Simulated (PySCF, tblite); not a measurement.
# C₇H₁₅Al: geometry, infrared bands, NMR shifts and electronic excitations, part 2 of 2

tblite 0.8.0 and PySCF 2.14.0. Atoms count from 0.

## (5) NMR shieldings: PBE0/pcSseg-1

Job settings and geometry (Å):

```
{"job": {"kind": "nmr", "xc": "PBE0", "basis": "pcSseg-1"}, "charge": 0, "multiplicity": 1}
C     -2.353305    -0.680549     0.506140
C     -1.417525     0.114949    -0.403359
C     -2.015049     1.484984    -0.707433
C     -0.002824     0.240682     0.174108
C      0.707790    -1.092126     0.485292
C      2.202325    -0.886570     0.778897
C      2.887310    -0.079261    -0.340128
Al     1.441568     1.163469    -0.817271
H     -2.449157    -0.187031     1.488416
H     -1.985922    -1.702655     0.681002
H     -3.363083    -0.759976     0.072566
H     -1.344471    -0.439252    -1.359982
H     -2.098250     2.085591     0.214283
H     -3.025019     1.400454    -1.138452
H     -1.393615     2.055096    -1.416803
H     -0.085889     0.802351     1.133007
H      0.235415    -1.626489     1.328295
H      0.607412    -1.763542    -0.390163
H      2.294120    -0.335772     1.733362
H      2.689436    -1.862677     0.948939
H      3.090056    -0.734924    -1.210184
H      3.863742     0.331701    -0.039847
H      1.456228     2.483439    -1.712142
```

With the program's defaults for keys left out, this is: GIAO PBE0/pcSseg-1 NMR shielding, non-relativistic, gas phase.

What it wrote:

```text
coarse grid: 18528 points
cycle   1  E = -517.5548116022  dE =  5.544e-01  |g| = 5.623e-01  |ddm| = 4.115e+00
cycle   2  E = -517.5033917948  dE =  5.142e-02  |g| = 7.160e-01  |ddm| = 1.248e+00
cycle   3  E = -517.6439755019  dE = -1.406e-01  |g| = 5.644e-02  |ddm| = 7.777e-01
cycle   4  E = -517.6446218738  dE = -6.464e-04  |g| = 2.861e-02  |ddm| = 8.871e-02
cycle   5  E = -517.6448174601  dE = -1.956e-04  |g| = 6.023e-03  |ddm| = 2.996e-02
cycle   6  E = -517.6448259533  dE = -8.493e-06  |g| = 1.577e-03  |ddm| = 6.637e-03
final grid: 170928 points
cycle   7  E = -517.6953068019  dE = -5.400e-05  |g| = 1.007e-02  |ddm| = 3.919e-02
cycle   8  E = -517.6952905368  dE =  1.627e-05  |g| = 1.274e-02  |ddm| = 2.146e-02
cycle   9  E = -517.6953341311  dE = -4.359e-05  |g| = 6.789e-04  |ddm| = 1.225e-02
cycle  10  E = -517.6953342230  dE = -9.195e-08  |g| = 2.716e-04  |ddm| = 9.167e-04
cycle  11  E = -517.6953342408  dE = -1.777e-08  |g| = 5.202e-05  |ddm| = 2.717e-04
cycle  12  E = -517.6953342414  dE = -5.653e-10  |g| = 1.778e-05  |ddm| = 6.764e-05
converged SCF energy = -517.6953342414

GIAO shielding tensors (ppm)
atom      isotropic    diamagn.    paramagn.     s11        s22        s33       span
  0 C      159.279     247.209     -87.930    141.659    152.794    183.385     41.726
  1 C      151.515     241.643     -90.128    144.624    149.629    160.293     15.668
  2 C      155.212     246.596     -91.384    132.228    148.828    184.581     52.353
  3 C      142.960     250.838    -107.878    118.871    141.770    168.240     49.369
  4 C      148.003     247.700     -99.697    134.472    149.207    160.329     25.857
  5 C      155.138     247.435     -92.297    141.583    155.966    167.865     26.282
  6 C      170.998     253.547     -82.549    158.850    166.676    187.468     28.617
  7 Al     245.411     797.235    -551.824    185.796    222.025    328.412    142.617
  8 H       30.856      30.455       0.400     28.044     28.496     36.027      7.983
  9 H       29.737      30.709      -0.972     24.296     29.743     35.173     10.877
 10 H       30.255      29.266       0.988     25.919     27.704     37.141     11.222
 11 H       29.877      32.246      -2.370     27.006     28.287     34.337      7.332
 12 H       30.398      30.104       0.294     27.597     28.400     35.196      7.598
 13 H       30.051      28.892       1.159     25.579     27.617     36.957     11.378
 14 H       29.782      30.144      -0.362     25.077     28.389     35.878     10.801
 15 H       31.640      33.936      -2.296     27.550     32.539     34.830      7.279
 16 H       28.992      32.337      -3.345     23.116     29.919     33.941     10.825
 17 H       30.378      32.814      -2.436     25.408     30.535     35.192      9.784
 18 H       30.082      31.125      -1.043     25.242     28.969     36.035     10.793
 19 H       28.949      29.303      -0.354     23.215     27.643     35.990     12.775
 20 H       31.349      30.331       1.017     26.728     28.824     38.494     11.766
 21 H       30.552      29.198       1.354     25.756     28.179     37.722     11.966
 22 H       25.394      29.047      -3.652     22.654     23.743     29.786      7.132
```

It took 80 s on 1 thread of Arm Neoverse N1, shared host; peak memory 1 GiB.

The references, computed at this level on geometries of the same kind, shield at (ppm): 1H TMS 31.27, 13C TMS 184.4, 27Al AlH4- 489.3. Their shielding less the atom's gives the shift. The references are single molecules in the gas phase. Shifts against hydride references such as AlH4− lie on their own scale. Atoms listed in one row are averaged.

| atoms | environment | σ (ppm) | δ (ppm) |
| --- | --- | --- | --- |
| C3 | sp3 CH bonded to Al | 143.0 | 41.4 |
| C4 | sp3 CH2 in a ring | 148.0 | 36.4 |
| C1 | sp3 CH | 151.5 | 32.9 |
| C5 | sp3 CH2 in a ring | 155.1 | 29.3 |
| C2 | methyl carbon | 155.2 | 29.2 |
| C0 | methyl carbon | 159.3 | 25.1 |
| C6 | sp3 CH2 bonded to Al | 171.0 | 13.4 |
| H22 | hydrogen on an aluminium bonded to 2 C, in a 5-membered ring | 25.39 | 5.87 |
| H19 | hydrogen on an sp3 CH2 in a ring | 28.95 | 2.32 |
| H16 | hydrogen on an sp3 CH2 in a ring | 28.99 | 2.27 |
| H11 | hydrogen on an sp3 CH | 29.88 | 1.39 |
| H12, H13, H14 | hydrogen on a methyl carbon | 30.08 | 1.19 |
| H18 | hydrogen on an sp3 CH2 in a ring | 30.08 | 1.19 |
| H8, H9, H10 | hydrogen on a methyl carbon | 30.28 | 0.98 |
| H17 | hydrogen on an sp3 CH2 in a ring | 30.38 | 0.89 |
| H21 | hydrogen on an sp3 CH2 bonded to Al | 30.55 | 0.71 |
| H20 | hydrogen on an sp3 CH2 bonded to Al | 31.35 | -0.08 |
| H15 | hydrogen on an sp3 CH bonded to Al | 31.64 | -0.37 |
| Al7 | aluminium bonded to 2 C, H, in a 5-membered ring | 245.4 | 243.9 |

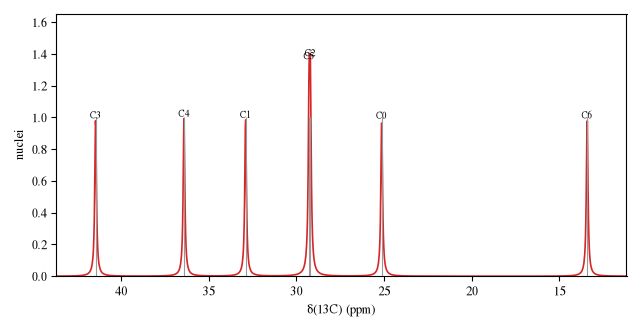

13C lines at the computed shifts, without couplings. Lines are broadened to a width of 0.11 ppm (Lorentzian).

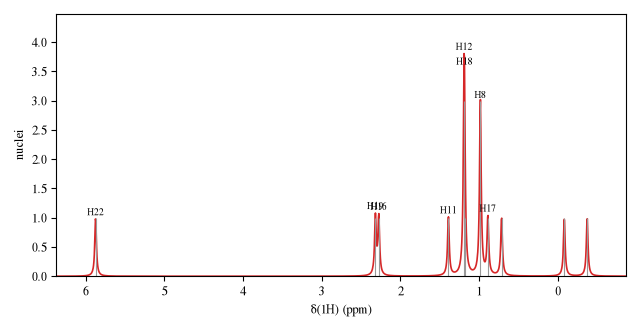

1H lines at the computed shifts, without couplings. Lines are broadened to a width of 0.02 ppm (Lorentzian).

The run also stored atomic charges by several schemes (e):

| atoms | Mulliken | IAO | Hirshfeld | ESP fit |
| --- | --- | --- | --- | --- |
| C0 | -0.22 | -0.41 | -0.12 | -0.51 |
| C1 | -0.31 | -0.08 | -0.02 | 0.38 |
| C2 | -0.22 | -0.40 | -0.12 | -0.56 |
| C3 | -0.57 | -0.45 | -0.16 | 0.00 |
| C4 | -0.19 | -0.25 | -0.07 | -0.21 |
| C5 | -0.20 | -0.24 | -0.07 | 0.29 |
| C6 | -0.60 | -0.62 | -0.23 | -0.55 |
| Al7 | 0.90 | 0.85 | 0.53 | 0.69 |

IAO charges:

C0 -0.41; C1 -0.08; C2 -0.40; C3 -0.45; C4 -0.25; C5 -0.24; C6 -0.62; Al7 0.85; H8 0.13; H9 0.13; H10 0.13; H11 0.11; H12 0.13; H13 0.13; H14 0.13; H15 0.12; H16 0.13; H17 0.11; H18 0.12; H19 0.13; H20 0.14; H21 0.14; H22 -0.19

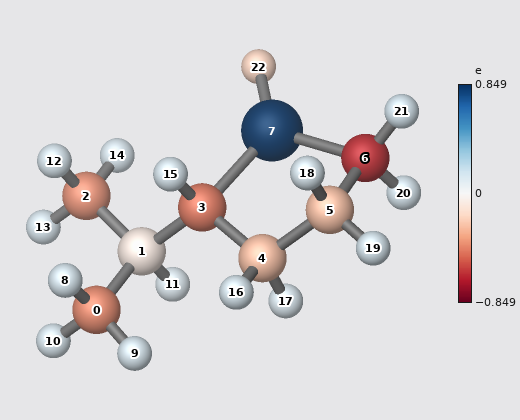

IAO charges, as colours on the atoms.

Mayer bond orders: C0–C1 1.02, C1–C2 1.04, C1–C3 0.98, C3–C4 0.99, C4–C5 1.04, C5–C6 1.01, C6–Al7 0.87, Al7–C3 0.84.

Ring of atoms C3, C4, C5, C6, Al7: NICS(0) -2.8, NICS(1) -2.8, NICS(1)zz -0.8 ppm (means of both faces).

## (6) Ultraviolet spectrum: B3LYP/def2-SVPD

Settings changed since step 5:

```diff
@@ -1,2 +1,2 @@
-{"job": {"kind": "nmr", "xc": "PBE0", "basis": "pcSseg-1"}, "charge": 0, "multiplicity": 1}
+{"job": {"kind": "uv", "xc": "B3LYP", "basis": "def2-SVPD", "ip": true}, "charge": 0, "multiplicity": 1}
 C     -2.353305    -0.680549     0.506140
```

Level: TDDFT B3LYP/def2-SVPD, vertical, gas phase, core orbitals frozen in the response.

What it wrote:

```text
coarse grid: 18528 points
cycle   1  E = -517.7544474538  dE =  4.467e-01  |g| = 6.285e-01  |ddm| = 8.122e+00
cycle   2  E = -517.6457155141  dE =  1.087e-01  |g| = 8.821e-01  |ddm| = 2.671e+00
cycle   3  E = -517.8676318919  dE = -2.219e-01  |g| = 7.565e-02  |ddm| = 1.549e+00
cycle   4  E = -517.8689713308  dE = -1.339e-03  |g| = 3.639e-02  |ddm| = 2.410e-01
cycle   5  E = -517.8692959536  dE = -3.246e-04  |g| = 8.474e-03  |ddm| = 7.673e-02
cycle   6  E = -517.8693142117  dE = -1.826e-05  |g| = 2.260e-03  |ddm| = 2.312e-02
cycle   7  E = -517.8693154933  dE = -1.282e-06  |g| = 4.364e-04  |ddm| = 4.733e-03
final grid: 170928 points
cycle   8  E = -517.9626259041  dE = -7.521e-05  |g| = 6.475e-03  |ddm| = 2.793e-01
cycle   9  E = -517.9626162680  dE =  9.636e-06  |g| = 8.711e-03  |ddm| = 3.251e-02
cycle  10  E = -517.9626373429  dE = -2.107e-05  |g| = 6.298e-04  |ddm| = 1.555e-02
cycle  11  E = -517.9626374333  dE = -9.032e-08  |g| = 2.614e-04  |ddm| = 1.832e-03
cycle  12  E = -517.9626374500  dE = -1.678e-08  |g| = 5.049e-05  |ddm| = 6.140e-04
cycle  13  E = -517.9626374506  dE = -5.966e-10  |g| = 1.669e-05  |ddm| = 1.589e-04
converged SCF energy = -517.9626374506

Static polarisability (au): isotropic 111.197, principal 90.754 118.472 124.364

Singlet excitations
state   eV       nm        f      main configurations
  1   4.1515    298.6   0.00019   H->L 0.99
  2   4.9801    249.0   0.00034   H-1->L 0.99
  3   5.7466    215.8   0.01856   H->L+1 0.98
  4   6.3075    196.6   0.03024   H->L+2 0.96
  5   6.3846    194.2   0.00845   H-2->L 0.98
  6   6.4619    191.9   0.00032   H-3->L 0.93
  7   6.5363    189.7   0.01444   H->L+3 0.85
  8   6.6438    186.6   0.00405   H-1->L+1 0.91
  9   6.7592    183.4   0.00771   H->L+5 0.41, H->L+4 0.38, H-4->L 0.13
 10   6.7647    183.3   0.00310   H-4->L 0.85

Triplet excitations (Tamm-Dancoff, eV): 3.9130 4.6631 5.4724 5.9535
Vertical ionisation energy (delta-SCF) = 8.4451 eV
Vertical electron affinity (delta-SCF) = -0.3569 eV
```

It took 11 min on 1 thread of Arm Neoverse N1, shared host; peak memory 1.2 GiB.

The orbitals next to the gap, with their largest atomic shares:

| orbital | eV | atoms |
| --- | --- | --- |
| HOMO−3 | -8.62 | C3 18 %, C4 16 %, C1 13 % |
| HOMO−2 | -8.52 | C1 19 %, C3 18 %, C4 10 % |
| HOMO−1 | -7.35 | C6 21 %, Al7 21 %, H22 19 % |
| HOMO | -6.52 | C3 29 %, C6 18 %, Al7 18 % |
| LUMO | -1.25 | Al7 55 %, H22 11 %, C6 9 % |
| LUMO+1 | 0.08 | Al7 50 %, C6 7 %, H21 5 % |
| LUMO+2 | 0.56 | Al7 23 %, C2 12 %, H22 8 % |

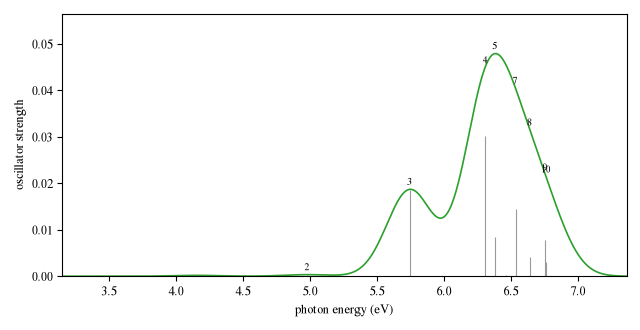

Absorption spectrum from the 10 singlet states computed; above the last one it falls off for lack of states. Lines are broadened to a width of 0.40 eV (Gaussian).

Further results of this job:

| property | computed |
| --- | --- |
| dipole moment (D) | 0.16 |
| polarisability (Å³) | 16.48 |
| HOMO–LUMO gap (eV) | 5.26 |
| −ε(HOMO) (eV) | 6.52 |

## (7) Outcome

The summary covers parts 1 to 2.

| quantity | value |
| --- | --- |
| strongest single infrared mode (GFN2-xTB) | 1800 cm⁻¹, 603 km/mol |
| zero-point energy (GFN2-xTB) | 123.6 kcal/mol |
| point group | C1 |
| rotational constants (main isotopes) | 2.84, 1.13, 0.86 GHz |
| 13C shifts against TMS (PBE0/pcSseg-1) | 41.4, 36.4, 32.9, 29.3, 29.2, 25.1, 13.4 ppm |
| 1H shifts against TMS (PBE0/pcSseg-1, means over atoms taken as alike) | 5.87, 2.32, 2.27, 1.39, 1.19, 1.19, 0.98, 0.89, 0.71, -0.08, -0.37 ppm |
| 27Al shifts against AlH4- (PBE0/pcSseg-1) | 243.9 ppm |
| lowest singlet (B3LYP/def2-SVPD) | 4.15 eV (299 nm), f = 0.000 |
| brightest single state of those computed | state 4, 6.31 eV, f = 0.030 |
| lowest triplet | 3.91 eV |
| vertical ionisation energy (ΔSCF) | 8.45 eV |
| vertical electron affinity (ΔSCF) | -0.36 eV (unbound: the value hangs on the basis) |

What this shows: Over 109 steps the energy fell by 0.671 eV; of the close pairs, Al7–H22 changed most, 1.589 to 1.543 Å (GFN2-xTB). No mode is imaginary among the 63: a minimum at this level. The strongest single mode, at 1800 cm⁻¹, moves mainly H22. GFN2-xTB is a fitted tight-binding method: band positions and strengths are rough. Its intensities can rank the bands wrongly. Over 6 steps the energy fell by 0.255 eV; of the close pairs, C0–H9 changed most, 1.060 to 1.100 Å (PBE0/def2-SVP). At PBE0/pcSseg-1: The largest span, 143 ppm, is at Al7, where the paramagnetic term is -552 ppm. The lowest singlet, at 4.15 eV, is HOMO→LUMO 0.99 and is dark; of the 10 states computed, the strongest absorption comes from state 4 at 6.31 eV. The lowest triplet lies 0.24 eV below the lowest singlet (triplets in Tamm-Dancoff, singlets in full TDDFT). The orbital energy would give 6.52 eV for ionisation, ΔSCF gives 8.45 eV.
